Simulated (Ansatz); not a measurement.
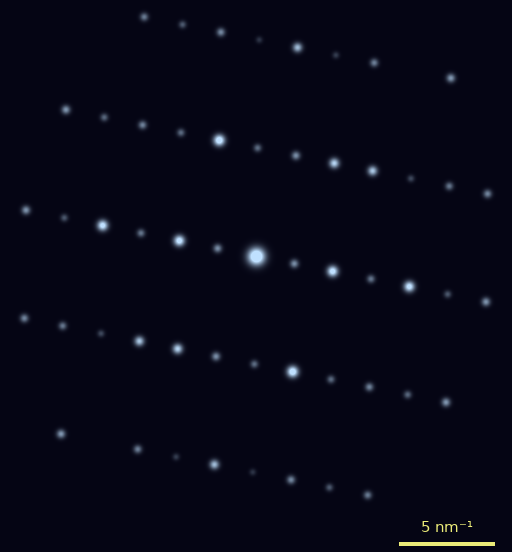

Kinematic zone-axis pattern, calculated for 200 keV electrons with B = 0.8 Å².

Read the repeat vectors of the pattern off the scale bar.

The spots form a centred rectangular net whose two shortest vectors correspond to d = 4.85 Å and 1.75 Å, 79.6° apart.

What is the point symmetry of the pattern, intensities included?

2.

What was simulated?

This cannot be fixed from one zone alone; the pattern is [012] of YbNi2S2, space group C2/m (No. 12), a = 10.491 Å, b = 3.989 Å, c = 3.989 Å, β = 112.35°. The net vectors are 2 0 0 and 0 -2 1. Structure: the geometry relaxed with DFT, PAW plane waves, pbe+U, spin-orbit in Ansatz; the starting structure was generated, so it need not be a known form of this composition.
